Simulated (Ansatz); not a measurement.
HfN: response to strain

Take HfN in the rock salt structure (space group Fm-3m, No. 225; a = 4.502 Å; relaxed with 0.1 eV smearing) as the base. Axes: x, y, z lie along the cube axes.

Strains are applied to the cell and any free atomic positions relax.

The values are results of PBEsol/PAW in Ansatz (a quantum-chemistry and plane-wave program), scalar-relativistic without spin-orbit coupling, not measurements.

Notes on the quantities. energy relative to the base: free energy F.

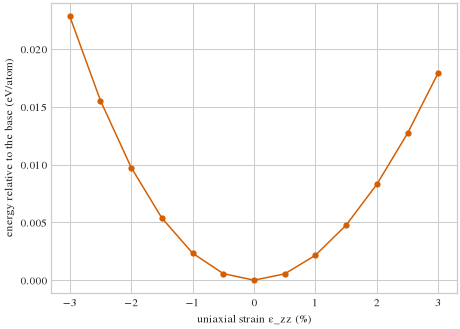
Energy relative to the base against uniaxial strain ε_zz

Task: From the plot, what is the energy relative to the base for uniaxial strain ε_zz = −3.00 %?

Result: About 0.023 eV/atom.

Task: Is the trend monotonic over the range shown?

Result: No, it turns within the range, spanning 0 meV/atom to +23 meV/atom.

Stability against distortions was not tested. The final runs are not spin-polarised. An odd electron count without spin: HfN.
